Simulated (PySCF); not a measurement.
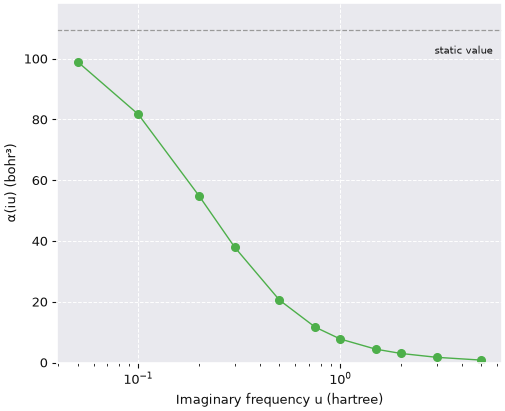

Dipole polarisability at imaginary frequency of Bi⁻ ([Xe] 4f¹⁴ 5d¹⁰ 6s² 6p⁴). Coupled response at the HF level; PySCF, aug-cc-pwCVDZ-PP with a 60-electron core potential, unrestricted single determinants, no spin-orbit coupling.

**Describe the response.**

The static dipole polarisability is 109 bohr³; α(iu) falls to half of it near u = 0.20 hartree. The Casimir–Polder integral gives C₆ = 1830 hartree bohr⁶ for two such species.

Caveat: close to jj coupling, the high-spin determinant is a model state.
